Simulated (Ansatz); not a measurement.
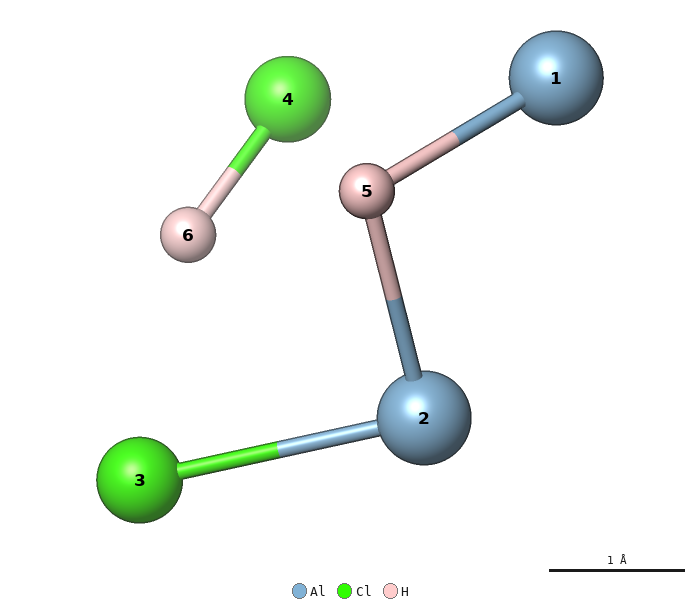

Orthographic view. Atoms fade into the background with distance from the viewer. Computed geometry: PBE-D4/def2-SVP optimisation. No frequency run is at hand to confirm it as a minimum.

Give the distance matrix in Å.

```
atom   Al1   Al2   Cl3   Cl4    H5    H6
 Al1  0.00                              
 Al2  2.71  0.00                        
 Cl3  4.36  2.25  0.00                  
 Cl4  2.90  3.28  3.36  0.00            
  H5  1.82  1.94  3.10  3.02  0.00      
  H6  3.38  2.69  2.08  1.35  2.75  0.00
```
